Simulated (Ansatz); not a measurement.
**One shape, several levels: AlHBrO (SMILES [OH][Al][Br])**

Wanted: a comparison of 6 runs (UHF/STO-3G, UHF/3-21G, UHF/def2-SVP, UPBE0/STO-3G, UMP2/STO-6G, UMP2/def2-SVPD) of AlHBrO. 

The calculation is run with Ansatz 0.2.0.

3 further runs of the same task are left out: 3 set aside as unsound or not needed.

### Step 1. The structure to begin with

The species is AlHBrO (4 atoms), meant as a doublet with charge 0. As SMILES, `[OH][Al][Br]`. The shape is that of a PBE0-D4/def2-TZVP optimisation.

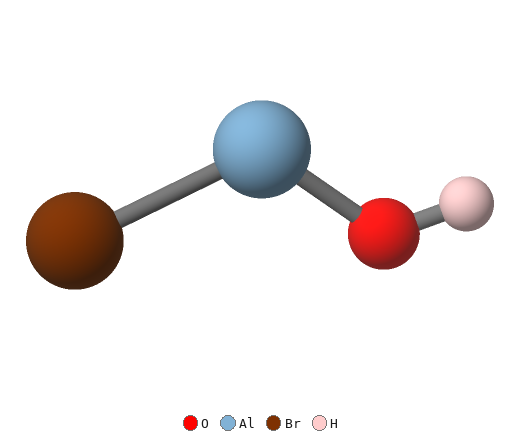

The structure, seen from a chosen angle (oxygen red, aluminium light blue, bromine brown, hydrogen pink).

### Step 2. Energy and gradient at UHF/STO-3G (run 1)

The input, in.yaml:

```yaml
crystal:
  periodic: [false, false, false]
  atoms:
    - symbol: O
      position_ang: [-0.417900, 0.558200, -0.729100]
    - symbol: Al
      position_ang: [-0.100700, -0.215000, 0.745000]
    - symbol: Br
      position_ang: [1.740900, -1.539700, 0.836000]
    - symbol: H
      position_ang: [-1.166700, 1.136400, -0.872200]
basis:
  gaussian: {orbitals: STO-3G}
accuracy: high
hamiltonian: {xc: hf}
output: {forces: true, orbitals: {seedname: orbitals}}
magnetization: {spin_polarized: true, initial_magnetization: 1}
```

The run is started by

```bash
ansatz run in.yaml --threads 1 --pin off --max-ram 2610MiB --events-out events.jsonl --progress --plain --runs-dir runs
```

Output:

```text
Warning: RAYON_NUM_THREADS=1 ignored (pool sized by the plan → 1); use --threads N
Functional definition: HF
  name "HF"
  exchange = exact_x
  correlation = 0
503 factors; integrals over basis functions are off by at most 3.1e-8 eV
mean field evaluation 1: about -77771.5746 eV, gradient 1.8e1 eV
mean field evaluation 2: about -77771.6294 eV, gradient 1.8e1 eV
mean field evaluation 4: about -77774.3173 eV, gradient 1.6e0 eV
mean field evaluation 8: about -77774.3804 eV, gradient 7.4e-4 eV
mean field -77774.37852364 eV, -2858.1556933766 hartree, gradient 9.5e-8 eV, S^2 0.756952; 0 other end points of the search recorded, 0 dependent functions left out
the calculation of the forces begins
reference -77774.37852364 eV, -2858.1556933766 hartree; 29, 28 occupied and 4, 5 virtual orbitals, 503 factors
Total energy: -77774.37852364 eV, -2858.1556933766 hartree
Atom 0 at    -0.417900     0.558200    -0.729100 Å, force     2.319540    -1.699847     0.198969 eV/Å
Atom 1 at    -0.100700    -0.215000     0.745000 Å, force    -0.307846     0.338617    -0.328897 eV/Å
Atom 2 at     1.740900    -1.539700     0.836000 Å, force    -0.593444     0.541635    -0.336369 eV/Å
Atom 3 at    -1.166700     1.136400    -0.872200 Å, force    -1.418250     0.819594     0.466297 eV/Å
Dipole moment:    -0.825920     0.463154     0.309532 e Å
```

Run time: 0.58 s. Hardware: 1 thread of Arm Neoverse V2, shared host.

### Step 3. Energy and gradient at UHF/3-21G (run 2)

Edit in.yaml of step 2 so:

```diff
@@ -12,6 +12,6 @@
 basis:
-  gaussian: {orbitals: STO-3G}
+  gaussian: {orbitals: 3-21G-spherical.json}
+magnetization: {spin_polarized: true, initial_magnetization: 1}
+hamiltonian: {xc: hf}
 accuracy: high
-hamiltonian: {xc: hf}
 output: {forces: true, orbitals: {seedname: orbitals}}
-magnetization: {spin_polarized: true, initial_magnetization: 1}
```

The basis set 3-21G is read from a file made from the Basis Set Exchange's data (not shown).

The run is started by

```bash
ansatz run in.yaml --threads 1 --pin off --max-ram 2610MiB --events-out events.jsonl --progress --plain --runs-dir runs
```

Output:

```text
Warning: RAYON_NUM_THREADS=1 ignored (pool sized by the plan → 1); use --threads N
Functional definition: HF
  name "HF"
  exchange = exact_x
  correlation = 0
786 factors; integrals over basis functions are off by at most 6.5e-9 eV
mean field evaluation 1: about -78250.3782 eV, gradient 2.5e1 eV
mean field evaluation 2: about -78250.5000 eV, gradient 2.5e1 eV
mean field evaluation 4: about -78253.1700 eV, gradient 1.7e0 eV
mean field evaluation 8: about -78253.2527 eV, gradient 3.4e-1 eV
mean field evaluation 16: about -78253.2564 eV, gradient 1.8e-5 eV
mean field -78253.25641190 eV, -2875.7541311751 hartree, gradient 5.1e-8 eV, S^2 0.754421; 0 other end points of the search recorded, 0 dependent functions left out
the calculation of the forces begins
reference -78253.25641190 eV, -2875.7541311751 hartree; 29, 28 occupied and 17, 18 virtual orbitals, 786 factors
Total energy: -78253.25641190 eV, -2875.7541311751 hartree
Atom 0 at    -0.417900     0.558200    -0.729100 Å, force    -0.175562    -0.015493     0.370573 eV/Å
Atom 1 at    -0.100700    -0.215000     0.745000 Å, force    -0.620682     0.428056     0.018645 eV/Å
Atom 2 at     1.740900    -1.539700     0.836000 Å, force     0.888874    -0.647656     0.066077 eV/Å
Atom 3 at    -1.166700     1.136400    -0.872200 Å, force    -0.092630     0.235092    -0.455295 eV/Å
Dipole moment:    -0.743478     0.436270     0.226831 e Å
```

Run time: 0.96 s. Hardware: 1 thread of Arm Neoverse V2, shared host; peak memory 0.12 GiB.

Runs 3 to 5 aren't shown in full; the table further down has their settings and results.

### Step 4. Energy and gradient at UMP2/def2-SVPD (run 6)

The input, in.yaml:

```yaml
crystal:
  periodic: [false, false, false]
  atoms:
    - {symbol: O, position_ang: [-0.417900, 0.558200, -0.729100]}
    - {symbol: Al, position_ang: [-0.100700, -0.215000, 0.745000]}
    - {symbol: Br, position_ang: [1.740900, -1.539700, 0.836000]}
    - {symbol: H, position_ang: [-1.166700, 1.136400, -0.872200]}
basis:
  gaussian: {orbitals: def2-SVPD}
magnetization: {spin_polarized: true, initial_magnetization: 1}
correlation: {method: mp2, frozen_orbitals: {Al: 5, Br: 9, H: 0, O: 1}}
accuracy: high
output: {forces: true, orbitals: {seedname: orbitals}}
```

The run is started by

```bash
ansatz run in.yaml --threads 1 --pin off --max-ram 2610MiB --events-out events.jsonl --progress --plain --runs-dir runs
```

Output:

```text
Warning: RAYON_NUM_THREADS=1 ignored (pool sized by the plan → 1); use --threads N
Functional definition: HF
  name "HF"
  exchange = exact_x
  correlation = 0
1704 factors; integrals over basis functions are off by at most 4.6e-9 eV
mean field evaluation 1: about -78622.0848 eV, gradient 2.7e1 eV
mean field evaluation 2: about -78622.1215 eV, gradient 2.7e1 eV
mean field evaluation 4: about -78625.5306 eV, gradient 2.3e0 eV
mean field evaluation 8: about -78625.6537 eV, gradient 4.6e-1 eV
mean field evaluation 16: about -78625.6590 eV, gradient 1.2e-6 eV
mean field -78625.65899143 eV, -2889.4396735494 hartree, gradient 2.7e-8 eV, S^2 0.753438; 0 other end points of the search recorded, 0 dependent functions left out
15 core orbitals not correlated: weight in the atoms' cores, before any rotation towards them, 1.000 or more for the frozen orbitals, at most 0.000 for the correlated occupied ones
reference -78625.65899143 eV, -2889.4396735494 hartree; 14, 13 occupied and 67, 68 virtual orbitals, 1704 factors
second order -13.04334362 eV of doubles, -0.00000000 eV of singles
the calculation of the forces begins
Total energy: -78638.70233505 eV, -2889.9190075862 hartree
Atom 0 at    -0.417900     0.558200    -0.729100 Å, force     0.026286     0.261908    -0.750166 eV/Å
Atom 1 at    -0.100700    -0.215000     0.745000 Å, force     0.124217    -0.423502     0.900261 eV/Å
Atom 2 at     1.740900    -1.539700     0.836000 Å, force     0.098007    -0.065348    -0.008905 eV/Å
Atom 3 at    -1.166700     1.136400    -0.872200 Å, force    -0.248510     0.226942    -0.141189 eV/Å
Dipole moment:    -0.478663     0.288221     0.126380 e Å
```

Wall time 14 s (1 thread of Arm Neoverse V2, shared host); peak memory 0.43 GiB.

### Step 5. Overview of the runs

| run | level | accuracy | frozen core orbitals | energy (Eh) | dipole moment (D) | HOMO energy (eV) | LUMO energy (eV) | wall time |
| --- | --- | --- | --- | --- | --- | --- | --- | --- |
| 1 | UHF/STO-3G | high | – | -2858.155693 | 4.79 | -5.22 | 6.03 | 0.58 s |
| 2 | UHF/3-21G | high | – | -2875.754131 | 4.28 | -8.73 | 0.18 | 0.96 s |
| 3 | UHF/def2-SVP | high | – | -2889.424042 | 3.30 | -8.87 | 0.40 | 2.5 s |
| 4 | UPBE0/STO-3G | high | – | -2859.911807 | 4.32 | -1.92 | 1.79 | 3.6 s |
| 5 | UMP2/STO-6G (sfX2C) | medium | 15 | -2903.417396 | 4.84 | -5.46 | 5.83 | 1.7 s |
| 6 | UMP2/def2-SVPD | high | 15 | -2889.919008 | 2.75 | -9.01 | 0.05 | 14 s |

### Step 6. Outcome

| quantity | value |
| --- | --- |
| run 6: total energy | -2889.91901 Eh |
| run 6: dipole moment (correlated density) | 2.75 D |
| run 6: HOMO energy (Hartree–Fock orbitals) (highest over α and β) | -9.01 eV |
| run 6: LUMO energy (Hartree–Fock orbitals) (lowest over α and β) | 0.05 eV |
| run 6: correlation energy (15 core orbitals frozen) | -479.3 mEh |
| run 6: ⟨S²⟩ of the reference determinant | 0.753 |
| run 6: largest force on an atom | 1.003 eV/Å |

**Reading.** The dipole moment (its size) runs from 2.75 D (UMP2/def2-SVPD) to 4.84 D (UMP2/STO-6G). The two ends differ in basis and Hamiltonian. Some runs of one species differ in core potentials or relativity; totals across that change don't compare. In runs 1, 4, 5 the basis is minimal, so the values are rough. All runs together took 24 s, the longest 14 s.
